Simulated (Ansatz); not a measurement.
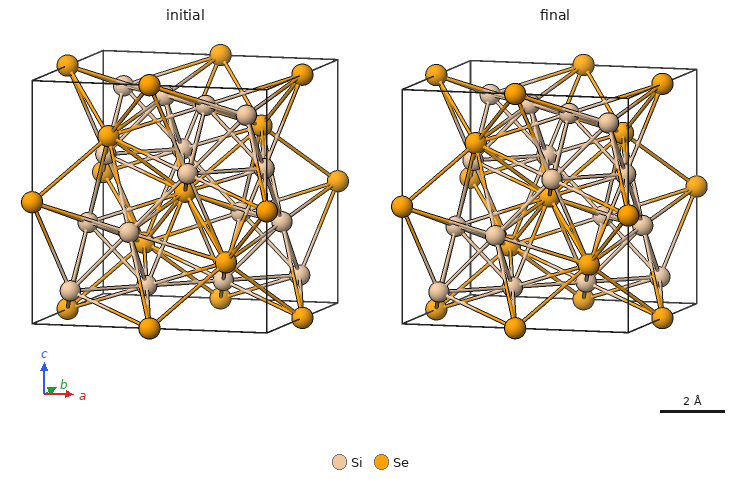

The structure of solid Si₂Se (a generated structure, set up in Fd-3m) (coarse preliminary run) before (left) and after (right) a relaxation, at one scale.

A ball-and-stick model of the conventional cell (4 times the calculation's cell), seen slightly off an axis. Lengths and directions refer to the drawn axes.

Method: DFT PBE, scalar-relativistic, plane waves, PAW in Ansatz 0.2.0.

The input:
```yaml
crystal:
  lattice:
    - [0.0, 3.88298073, 3.88298073]
    - [3.88298073, 0.0, 3.88298073]
    - [3.88298073, 3.88298073, 0.0]
  atoms:
    - { symbol: Si, position: [0.125, 0.625, 0.125] }
    - { symbol: Si, position: [0.125, 0.125, 0.625] }
    - { symbol: Si, position: [0.625, 0.125, 0.125] }
    - { symbol: Si, position: [0.125, 0.125, 0.125] }
    - { symbol: Se, position: [0.75, 0.75, 0.75] }
    - { symbol: Se, position: [0.5, 0.5, 0.5] }
basis:
  ecutwfc: 420
kpoints:
  mp_grid: { grid: [4, 4, 4] }
hamiltonian:
  xc: pbe
scf:
  occupations: { method: gaussian, width: 0.1 }
  lower_state_search: "off"
output:
  forces: true
  stress: true
  eigenvalues: true
relax:
  adjacent_minimum: "off"
  f_tol: 0.04
  max_steps: 70
  cell: { stress_tol: 0.4 }
```

Run as
```bash
ansatz run input.yaml --threads 1 --pin off --max-ram 2560MiB --backend cpu --events-out ev --progress --plain --runs-dir out
```

> Summarise the run.

After 1 accepted move (2 points after the start) the energy has fallen by 42.0 meV per atom. All forces vanish by symmetry, so only the cell relaxes. Pressure: −6.17 GPa at the start and 0.37 GPa at the end. At 1 point the geometry stayed and the basis and grid were re-selected for the new cell (energy shift of 0.2 meV per atom at most each time). No atom moves by more than 0.005 Å relative to the cell. The drawn cell changes as follows: a = b = c 7.766 → 7.480 Å (−3.7 %); the volume changes by −10.6 %. Among the contacts that change: Se5–Se6 3.363 → 3.239 Å, Si1–Se5 3.220 → 3.101 Å, Si1–Si2 2.746 → 2.645 Å. The space group stays Fd-3m (No. 227). The run took 4 s on 1 thread of Intel(R) Xeon(R) 6975P-C (Granite Rapids) (shared host), peak memory 0.45 GiB.
